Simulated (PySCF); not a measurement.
**SnO (tin(ii) oxide): CISD/STO-6G**

What is the vertical ionisation energy of SnO (tin(ii) oxide) at CISD/STO-6G? The job is set up through a Python script.

The calculation is run with PySCF 2.14.0.

15 further runs of the same task are left out: 6 that didn't finish, 9 set aside as unsound or not needed.

### 1 The structure to begin with

SnO: 2 atoms, total charge 0, spin state singlet. As SMILES, `[O]=[Sn]`. The shape comes from GFN2-xTB, which is rough for such elements, and wasn't checked as a minimum.

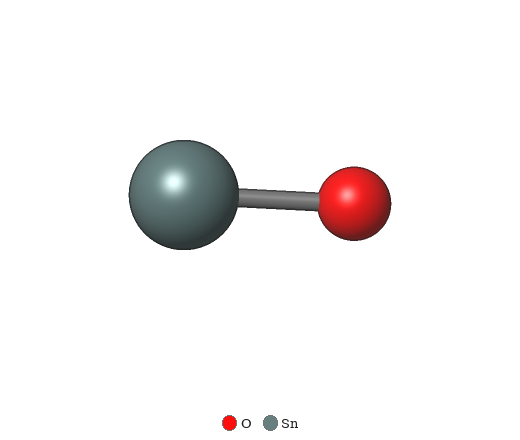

Viewed from a chosen angle; oxygen red, tin teal.

### 2 The energy at CISD/STO-6G

Input file start.xyz:

```xyz
2
OSn
O      0.000000     0.000000     0.000000
Sn     0.000000     0.000000     1.803580
```

Input file calc.py:

```python
# tin(ii) oxide
from pyscf import gto, ci

molecule = gto.M(
    atom='start.xyz',
    verbose=3,
    basis='sto-6g',
    max_memory=1860,
    charge=0,
)

mf = molecule.RHF()
mf.conv_tol = 1e-10
mf.kernel()
if not mf.converged:
    mf = mf.newton().run(mf.mo_coeff, mf.mo_occ)

cisd = ci.CISD(mf, frozen=19)
cisd.kernel()
energy = cisd.e_tot
print('E = %.10f Eh' % energy)
```

The run is started by

```console
OMP_NUM_THREADS=1 python calc.py
```

The log of the run:

```text
converged SCF energy = -6068.78499673029
E(RCISD) = -6068.925961439522  E_corr = -0.1409647092305287
E = -6068.9259614395 Eh
```

Run time: 2 s. Hardware: 1 thread of Arm Neoverse V1, shared host; peak memory 0.12 GiB.

### 3 The doublet cation

Input file input.py:

```python
from pyscf import gto, ci

mol = gto.M(
    atom=[
    ('O', (0.000000, 0.000000, 0.000000)),
    ('Sn', (0.000000, 0.000000, 1.803580)),
],
    charge=1,
    verbose=3,
    spin=1,
    max_memory=1860,
    basis='sto-6g',
)

myscf = mol.UHF()
myscf.conv_tol = 1e-10
myscf.kernel()
if not myscf.converged:
    myscf = myscf.newton().run(myscf.mo_coeff, myscf.mo_occ)

cisd = ci.CISD(myscf, frozen=19)
cisd.kernel()
energy = cisd.e_tot
print('E(%s) = %.9f' % ('CISD', energy))
```

The run is started by

```console
OMP_NUM_THREADS=1 python input.py
```

The log of the run:

```text
converged SCF energy = -6068.62404474156  <S^2> = 0.82182985  2S+1 = 2.0705843
E(UCISD) = -6068.725699242023  E_corr = -0.1016545004657611
E(CISD) = -6068.725699242
```

It took 2.2 s on 1 thread of Arm Neoverse V1, shared host; peak memory 0.12 GiB.

### 4 Outcome

Level: CISD/STO-6G, 19 core orbitals frozen.

| quantity | value |
| --- | --- |
| singlet SnO: total energy | -6068.92596 Eh |
| singlet SnO: dipole moment (Hartree–Fock density) | 1.78 D |
| singlet SnO: HOMO energy (Hartree–Fock orbitals) | -5.98 eV |
| singlet SnO: LUMO energy (Hartree–Fock orbitals) | 5.68 eV |
| singlet SnO: HOMO–LUMO gap (Hartree–Fock orbitals) | 11.67 eV |
| singlet SnO: correlation energy (19 core orbitals frozen) | -141.0 mEh |
| doublet cation: total energy | -6068.72570 Eh |
| doublet cation: HOMO energy (Hartree–Fock orbitals) (highest over α and β) | -15.03 eV |
| doublet cation: LUMO energy (Hartree–Fock orbitals) (lowest over α and β) | -2.82 eV |
| doublet cation: correlation energy (19 core orbitals frozen) | -101.7 mEh |
| doublet cation: ⟨S²⟩ of the reference determinant | 0.822 |
| vertical ionisation energy (to the doublet cation) | 5.449 eV |

What this shows: Removing an electron at fixed nuclei costs 5.45 eV (526 kJ/mol). In a minimal basis such a difference can be off by several eV, whatever the method. Relativity is left out (singlet SnO) although the molecule holds a heavy atom. Relativity is left out (doublet cation) although the molecule holds a heavy atom.
